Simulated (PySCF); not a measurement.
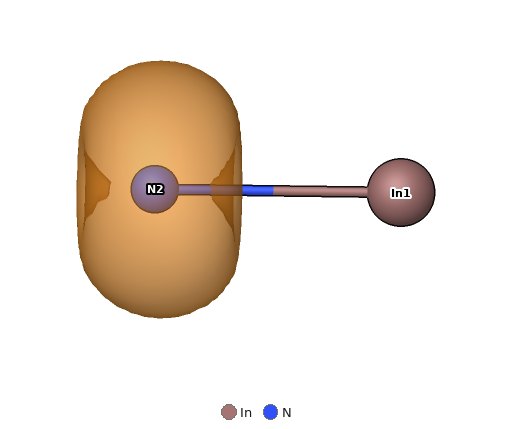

Figure. InN (triplet). Isosurface of the spin density at +0.08 e/Å³ (orange), seen from one side.

Core potentials replace the inner electrons of In.

The calculation used PySCF 2.14.0, PBE0/def2-TZVPPD, non-relativistic Hamiltonian with scalar-relativistic core potentials where named, at a bond length of 2.218 Å.

Where is the unpaired spin?

Answer. The unpaired spin (2 electrons) lies mostly on N2 (about 1.9) and In1 (about 0.1), in electrons by Hirshfeld's partition.
